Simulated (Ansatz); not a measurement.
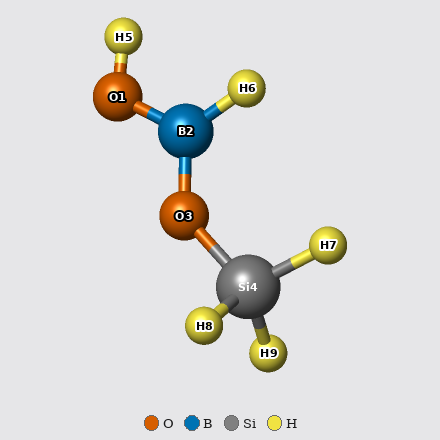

The system is BH5O2Si, SMILES OBO[SiH3]; the picture shows the reference structure. 
- First axis: dihedral O1–B2–O3–Si4. Second axis: dihedral H5–O1–B2–O3.
- Nothing is relaxed (all other coordinates rigid).
- Grid: 12 × 12 points.
- All energies are given in kJ/mol relative to the lowest grid point.
- Level of theory: RKS CAM-B3LYP-D4/def2-SVP (Ansatz 0.2.0).

Its coordinates:

| atom | x (Å) | y (Å) | z (Å) |
| --- | --- | --- | --- |
| O | -2.1967 | -0.3259 | 0.8901 |
| B | -1.1136 | 0.2427 | 0.3172 |
| O | -0.0038 | -0.5154 | 0.1709 |
| Si | 1.5295 | -0.3189 | -0.4406 |
| H | -2.9454 | 0.2746 | 0.9595 |
| H | -1.1321 | 1.3991 | -0.0563 |
| H | 1.7051 | 1.0668 | -0.9581 |
| H | 2.5121 | -0.5760 | 0.6419 |
| H | 1.7333 | -1.2932 | -1.5418 |

Range: dihedral O1–B2–O3–Si4 from −180 to 150°; dihedral H5–O1–B2–O3 from −180 to 150°.

Question: What landscape does the calculation give?

Answer: The lowest grid point is at dihedral O1–B2–O3–Si4 = −180°, dihedral H5–O1–B2–O3 = 0°. Higher local minima lie near dihedral O1–B2–O3–Si4 = 0°, dihedral H5–O1–B2–O3 = −180° (3.2 kJ/mol above the lowest at that grid point); dihedral O1–B2–O3–Si4 = −180°, dihedral H5–O1–B2–O3 = −180° (4.0 kJ/mol above the lowest at that grid point); dihedral O1–B2–O3–Si4 = 0°, dihedral H5–O1–B2–O3 = 0° (16.5 kJ/mol above the lowest at that grid point). The highest grid point, dihedral O1–B2–O3–Si4 = 90°, dihedral H5–O1–B2–O3 = −90°, lies 71.9 kJ/mol above the lowest. On the interpolated surface the easiest way out of the lowest well to the well at dihedral O1–B2–O3–Si4 = 0°, dihedral H5–O1–B2–O3 = 0° passes a barrier of about 22 kJ/mol. Round the minimum the two coordinates are nearly uncoupled.

```tsv
dihedral H5–O1–B2–O3 ↓, dihedral O1–B2–O3–Si4 →	−180	−150	−120	−90	−60	−30	0	30	60	90	120	150
150	14.6	19.2	27.1	29.8	24.1	16.6	14.1	17.0	23.8	27.7	24.2	17.4
120	37.2	43.0	52.7	56.5	50.2	41.3	38.0	41.0	48.4	52.5	48.1	40.2
90	49.4	55.4	66.4	71.9	66.5	57.6	53.7	55.7	62.8	67.0	62.2	53.2
60	36.7	42.0	52.8	59.9	56.7	49.3	46.3	47.1	52.2	55.1	50.1	41.0
30	12.0	16.6	26.6	34.3	34.2	28.6	26.7	27.7	30.4	31.0	25.2	16.3
0	0.0	4.3	13.5	20.6	21.6	18.7	16.5	18.7	21.6	20.6	13.5	4.3
−30	12.0	16.3	25.2	31.0	30.4	27.7	26.7	28.6	34.2	34.3	26.6	16.6
−60	36.7	41.0	50.1	55.2	52.2	47.1	46.3	49.3	56.7	59.9	52.8	42.0
−90	49.4	53.2	62.2	67.0	62.8	55.7	53.7	57.6	66.5	71.9	66.4	55.4
−120	37.2	40.2	48.1	52.5	48.4	41.0	38.0	41.3	50.2	56.5	52.7	43.0
−150	14.6	17.4	24.2	27.7	23.8	17.0	14.1	16.6	24.1	29.8	27.1	19.2
−180	4.0	7.5	14.1	16.9	12.3	5.7	3.2	5.7	12.3	16.9	14.1	7.5
```

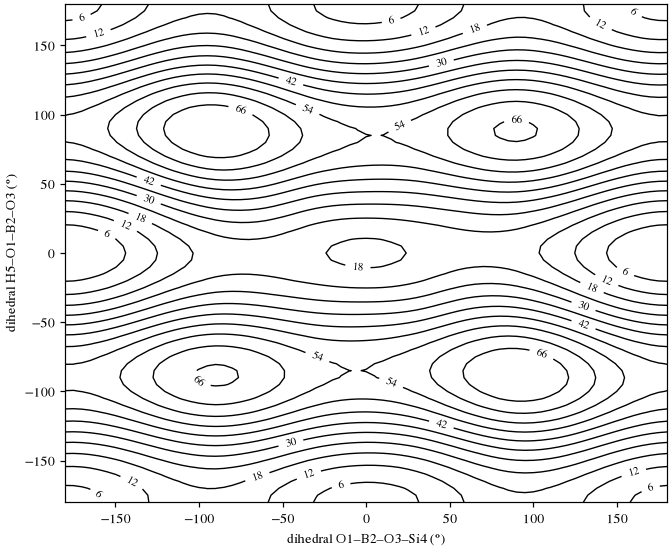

In the figure: contour lines labelled in kJ/mol. Between grid points the surface is interpolated.

Each point was launched as `ansatz run input.yaml --threads 1 --pin off --max-ram 2560MiB --backend cpu --events-out ev --progress --plain --runs-dir out`. The whole map (144 points run) took 8.1 min on 1 thread of Arm Neoverse V2, with other jobs on the host.
